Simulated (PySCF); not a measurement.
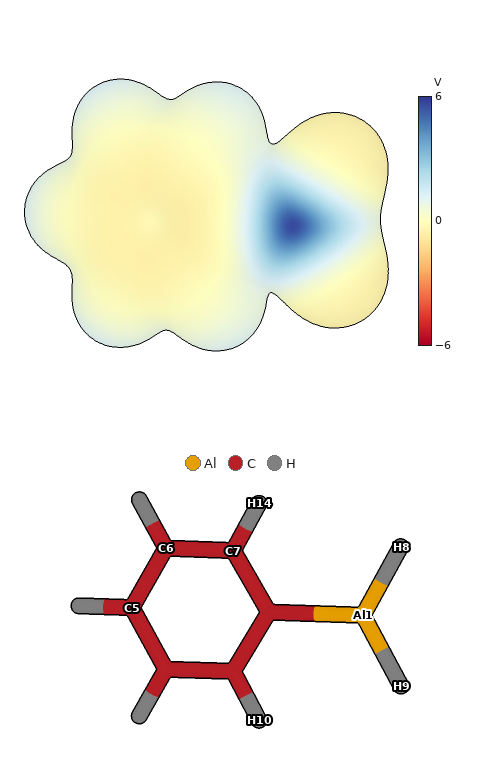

The picture shows: C₆H₇Al (SMILES [AlH2][c]1ccccc1). The molecular electrostatic potential painted on the density surface at 0.004 e/bohr³, seen at a tilt; red is negative and blue positive. The bare structure is drawn below in the same view.

Geometry: PBE0-D3(BJ)/def2-SVP.

The calculation used PySCF 2.14.0, PBE0/pcSseg-1, SCF density, gas phase, non-relativistic.

```yaml
atoms:
  - { symbol: Al, position_ang: [2.7164, -0.1237, -0.0048] }
  - { symbol: C, position_ang: [0.7703, -0.0356, -0.0019] }
  - { symbol: C, position_ang: [-0.0149, -1.2010, 0.0899] }
  - { symbol: C, position_ang: [-1.4075, -1.1421, 0.0913] }
  - { symbol: C, position_ang: [-2.0499, 0.0929, 0.0007] }
  - { symbol: C, position_ang: [-1.2980, 1.2643, -0.0914] }
  - { symbol: C, position_ang: [0.0943, 1.1966, -0.0924] }
  - { symbol: H, position_ang: [3.5530, 1.2263, -0.1123] }
  - { symbol: H, position_ang: [3.4350, -1.5404, 0.0997] }
  - { symbol: H, position_ang: [0.4715, -2.1796, 0.1615] }
  - { symbol: H, position_ang: [-1.9961, -2.0604, 0.1628] }
  - { symbol: H, position_ang: [-3.1419, 0.1426, 0.0015] }
  - { symbol: H, position_ang: [-1.8009, 2.2323, -0.1621] }
  - { symbol: H, position_ang: [0.6671, 2.1272, -0.1648] }
```

Describe the electrostatic potential map.

Answer. The most negative region (about −0.6 V, or −14 kcal/mol for a unit charge) lies over the π face of the C atoms, the most positive (about +5.2 V, or +120 kcal/mol for a unit charge) over Al1.

How polar is the molecule by this calculation?

Answer. Its dipole moment is 1.05 D.
